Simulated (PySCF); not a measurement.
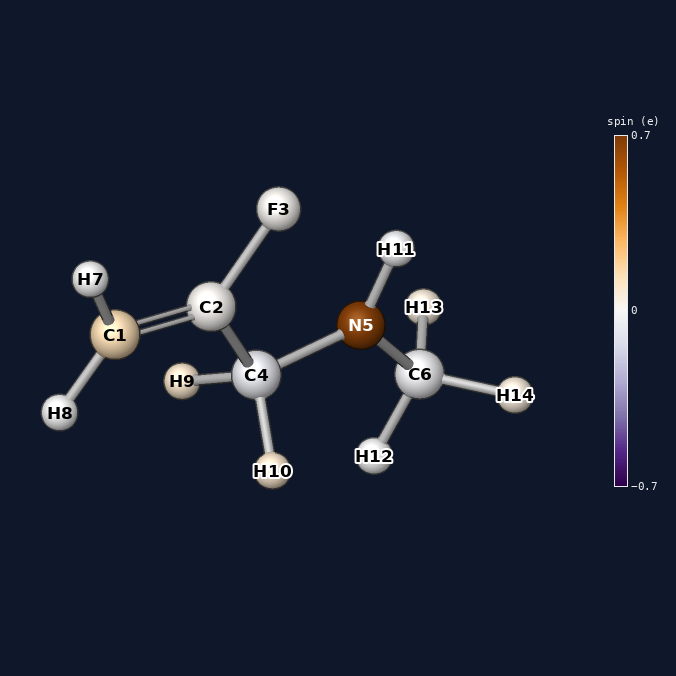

Atoms are coloured by their Mulliken spin populations. Charge +1, doublet. Computed geometry: GFN2-xTB optimisation. No frequency run is at hand to confirm it as a minimum. Properties computed with UKS B3LYP, pcH-1 on C F H N, non-relativistic (PySCF 2.14.0).

List the Mulliken spin populations.

```tsv
atom	value (e)
C1	0.14
C2	0.01
F3	0.01
C4	−0.05
N5	0.67
C6	−0.02
H7	−0.01
H8	−0.01
H9	0.09
H10	0.08
H11	−0.02
H12	0.00
H13	0.05
H14	0.05
```

Mulliken values depend strongly on the basis set.
